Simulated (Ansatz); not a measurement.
Process, species as SMILES: N (NH3) → [NH2] (NH2) + H atom
B3LYP-D3(BJ)/def2-TZVP geometries, fixed; electronic energies without zero-point terms.

Basis-set convergence of the bond dissociation energy at MP2 with Ansatz (a first-principles code). Cartesian d functions, on some or all atoms, in 6-31G*, 6-31+G*; all else is spherical. Cores are frozen. Open shells are unrestricted. No added dispersion term, no relativity. Functions are those of the species that has most. Reference: Hartree-Fock in aug-cc-pVQZ plus the correlation part extrapolated as X^-3 from aug-cc-pVTZ and aug-cc-pVQZ, 117.75 kcal/mol, itself unsure by roughly 0.33 kcal/mol (a third of the extrapolation step and of the last Hartree-Fock step). Deviations are taken from unrounded values.

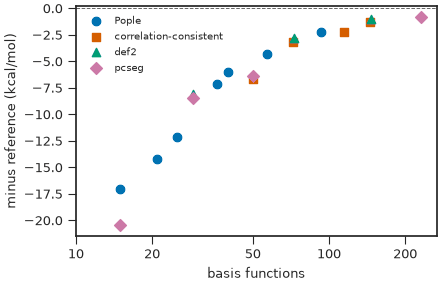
*Deviation from the reference against the number of basis functions, by family of sets.*

```
basis              functions  bond dissociation energy (kcal/mol)  minus reference (kcal/mol)
-----------------  ---------  -----------------------------------  --------------------------
6-31G                     15                               100.75                      -17.00
pcseg-0                   15                                97.30                      -20.45
6-31G*                    21                               103.57                      -14.18
6-31+G*                   25                               105.62                      -12.14
def2-SVP                  29                               109.71                       -8.05
pcseg-1                   29                               109.30                       -8.45
6-311G**                  36                               110.62                       -7.13
6-311+G**                 40                               111.74                       -6.01
aug-cc-pVDZ               50                               111.06                       -6.69
aug-pcseg-1               50                               111.35                       -6.41
6-311++G(2d,2p)           57                               113.45                       -4.30
cc-pVTZ                   72                               114.55                       -3.20
def2-TZVPP                73                               115.00                       -2.76
6-311++G(3df,3pd)         93                               115.55                       -2.20
aug-cc-pVTZ              115                               115.53                       -2.22
cc-pVQZ                  145                               116.48                       -1.28
def2-QZVPP               147                               116.77                       -0.99
aug-pcseg-3              232                               116.96                       -0.80
```
